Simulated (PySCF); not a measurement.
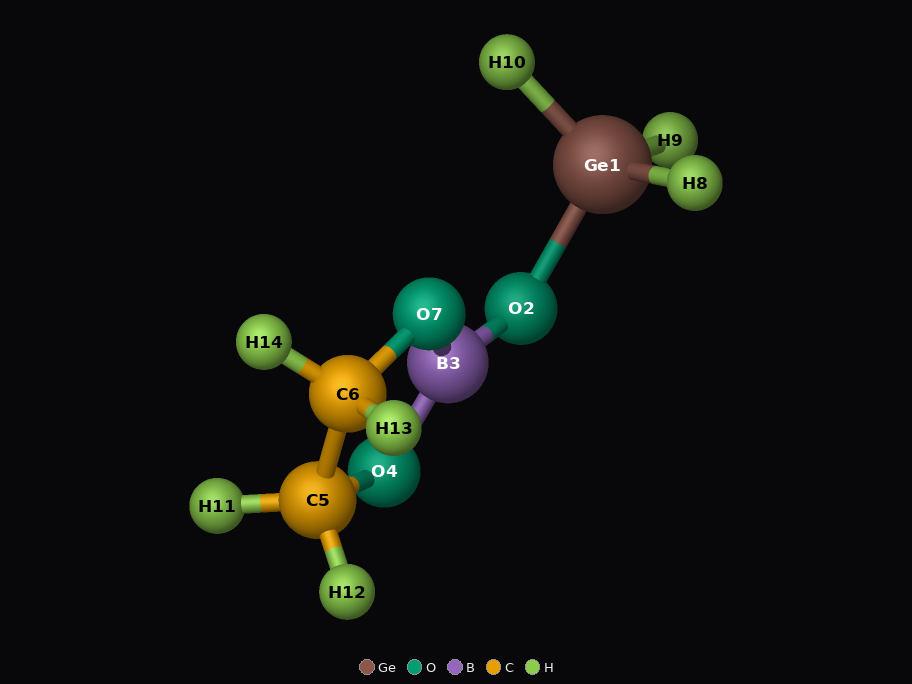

The computed structure is the end point of a PBE0-D3(BJ)/def2-SVP optimisation. No frequency run is at hand to confirm it as a minimum. Properties computed with B3LYP/pcJ-1 (pcSseg-1 on Ge) indirect spin-spin coupling, non-relativistic, gas phase (PySCF 2.14.0). Isotopes: 11B, 13C, 1H, 17O.

Give the spin–spin coupling constants of these pairs, with the number of bonds between them: O2/B3, B3/O7, B3/C6, B3/H9, B3/H14, B3/H8.

```json
{"pair": "O2, B3", "bonds apart": "1", "J (Hz)": "−25.8"}
{"pair": "B3, O7", "bonds apart": "1", "J (Hz)": "−8.2"}
{"pair": "B3, C6", "bonds apart": "2", "J (Hz)": "2.8"}
{"pair": "B3, H9", "bonds apart": "3", "J (Hz)": "4.7"}
{"pair": "B3, H14", "bonds apart": "3", "J (Hz)": "2.0"}
{"pair": "B3, H8", "bonds apart": "3", "J (Hz)": "−0.8"}
```
